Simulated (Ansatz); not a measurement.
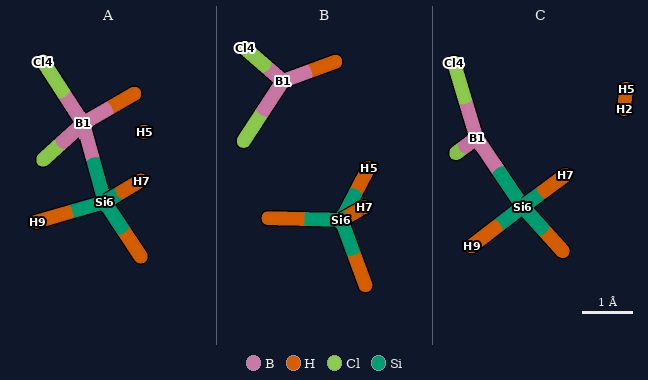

Three geometries of BSiH₅Cl₂: a saddle point and the two relaxed ends that it joins, in shuffled order. The picture is a stick view, seen from a free direction. Sticks join atoms that are closer than about 1.2 times the sum of their covalent radii (a little more with hydrogen).

Stationary points at PBE0-D4/def2-TZVP, single-point energies with CCSD(T)/CBS (def2-TZVPP where no basis is named; Ansatz 0.2.0). The energies are electronic, without zero-point or thermal terms, and both ends are the relaxed geometries reached downhill from the saddle, with any fragments still in contact. CCSD(T)/CBS stands for a frozen-core estimate: MP2 correlation extrapolated from def2-TZVPP and def2-QZVPP, CCSD(T) minus MP2 from the smaller set.

Which frame is the transition state, what reaction does it lead through, and what barrier is to be expected?

Answer. Frame A is the saddle point. Counted by bonded pieces, B holds BHCl₂ + SiH₄ and C holds H₂ + SiBH₃Cl₂. From B over the saddle to C, bonds form: B–Si (3.83 → 2.11 → 2.02 Å), H–H (2.85 → 1.02 → 0.75 Å). Bonds break: B–H (1.19 → 1.30 → 3.20 Å), H–Si (1.49 → 2.01 → 3.49 Å). The saddle has one imaginary mode, 830i cm⁻¹. The end B keeps a soft imaginary mode of 30i cm⁻¹, so it isn't quite a minimum. With CCSD(T)/CBS the barrier is 135.4 kJ/mol from B and 96.4 kJ/mol from C, and C lies 39.0 kJ/mol above B.
